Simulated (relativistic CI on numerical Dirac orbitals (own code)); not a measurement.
```
atom Ta  Z=73  charge=3  electrons=70
nucleus A=181  rms_radius_fm=5.3507
hamiltonian dirac-coulomb  breit=on  qed=on  c_scale=1
orbitals kli  potential=per-configuration
slater_scale 0.8
correlation none
mixing on
configurations
  [Xe] 4f14 5d2
  [Xe] 4f13 5d3
end
absorption N6,7 T=10 lorentz=0.3 gauss=0.3
crystal_field D3d 10Dq=30500 Dsigma=1200 Dtau=-390
```

Multiplet model: relativistic Dirac–Coulomb–Breit theory, one configuration a step, Slater integrals scaled by 0.8, 10 K, Voigt broadening (Lorentzian 0.3 eV, Gaussian 0.3 eV full widths), computed with a radial Dirac CI code. Dichroism is for the ground state at zero temperature, magnetised by an exchange field of 10 meV on Sz (linear: z less the mean of x and y).

The N₆,₇ X-ray absorption spectrum that results, with the strongest transitions as sticks:

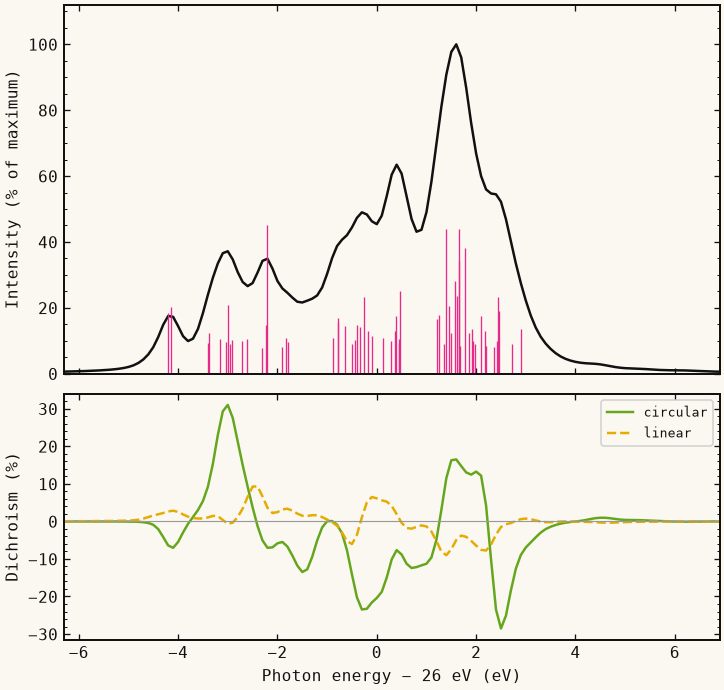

The main maxima lie at 21.8 eV (17), 23.0 eV (37), 23.8 eV (35), 25.7 eV (49), 26.4 eV (63) and 27.6 eV (100), heights in % of the largest; the centroid is at 26.2 eV. The ground state has S = 0.98. The circular dichroism (Δm = −1 less Δm = +1) is largest at 23.0 eV, 31 % of the isotropic maximum. The magnetised ground state has ⟨Lz⟩ = 0.60 and ⟨Sz⟩ = −0.53.

Limits of the model: free-ion energies, so absolute edge positions are off by a few eV from solids.
